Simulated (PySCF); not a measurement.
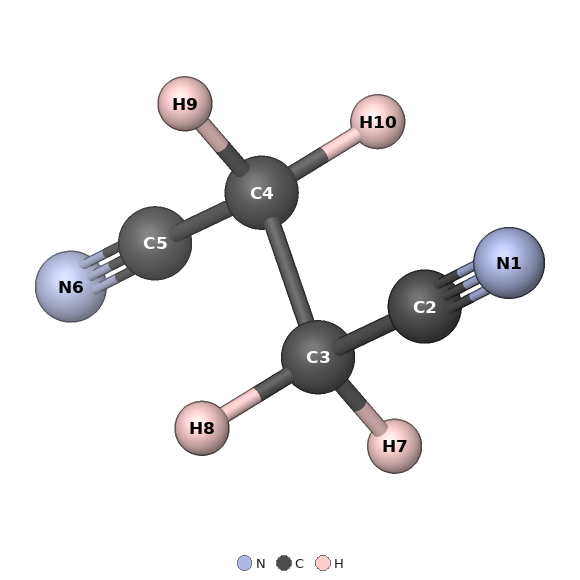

The geometry was computed by an optimisation with GFN2-xTB. No frequency run is at hand to confirm it as a minimum. Level of theory: B3LYP/pcJ-1 indirect spin-spin coupling, non-relativistic, gas phase (PySCF 2.14.0). Isotopes: 13C, 1H, 15N.

Give the spin–spin coupling constants of these pairs, with the number of bonds between them: N1/C2, C5/N6, N1/C3, C4/N6, N1/C4, N1/H7, C3/N6, N6/H10.

```tsv
pair	bonds apart	J (Hz)
N1, C2	1	−21.5
C5, N6	1	−21.5
N1, C3	2	3.1
C4, N6	2	3.1
N1, C4	3	−0.8
N1, H7	3	−1.5
C3, N6	3	−0.8
N6, H10	3	−1.5
```
